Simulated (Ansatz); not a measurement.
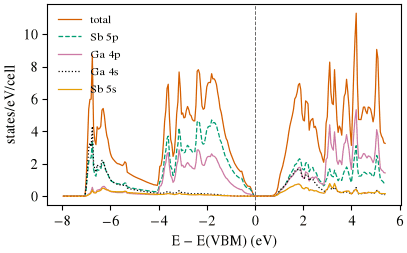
*Total and projected density of states of GaSb in space group P6_3mc (No. 186; Ga on 2b, Sb on 2b, Ga on 2a, Sb on 2a), r²SCAN in the plane-wave PAW code Ansatz*

### Question
Which orbitals carry the states next to the gap?

### Answer
Top 1 eV of the valence band: Sb 5p 71 %, Ga 4p 28 %. Bottom 1 eV of the conduction band: Ga 4s 27 %, Sb 5p 27 %, Ga 4p 25 %, Sb 5s 14 %, outside the projected shells 6 %. Projections are on Löwdin-orthogonalised atomic valence shells; empty p or d shells of many metals are not among them.

### Question
Where is the tallest occupied peak in this window, and what makes it?

### Answer
Near -6.8 eV, about 8.7 states/eV per cell; the largest projected share is Ga 4s.

The start of the workflow was typed in or built on a structure type; the Crystallography Open Database copy checked does not list it. It is not the phase usual at ambient conditions (space group No. 216). The r²SCAN relaxation kept the symmetry of its start; its stability against distortions is not shown here. Scalar-relativistic: spin–orbit coupling is off unless named, which matters more the heavier the elements.

Potentials: the earlier of the program's two PAW sets.
